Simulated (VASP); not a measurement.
Data:

```
CELL_PARAMETERS angstrom
      1.32851    -2.30104     0.00000
      1.32851     2.30104     0.00000
      0.00000     0.00000     4.67029
ATOMIC_POSITIONS crystal
  Zn 0.33333 0.66667 0.25000
  Zn 0.66667 0.33333 0.75000
```

The numbers are results of vdW-DF-cx, VASP's PBE PAW potentials (set 64) (plane waves; VASP), not measurements. Numerical set-up: 520 eV cut-off, 18×18×9 Γ-centred mesh, tetrahedra with Blöchl corrections, potentials Zn.

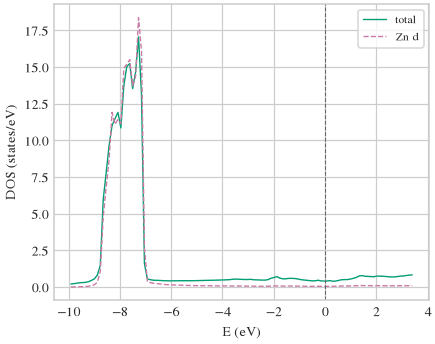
Figure: Total and projected density of states, zero at the Fermi level

Within 2 eV below the Fermi level the largest weight inside VASP's projection spheres is Zn p, then Zn s.

It has no gap at this level: it comes out as a metal or semimetal.

The compound is Zn in the hcp structure. It was relaxed first, which changed the volume by -6 %.
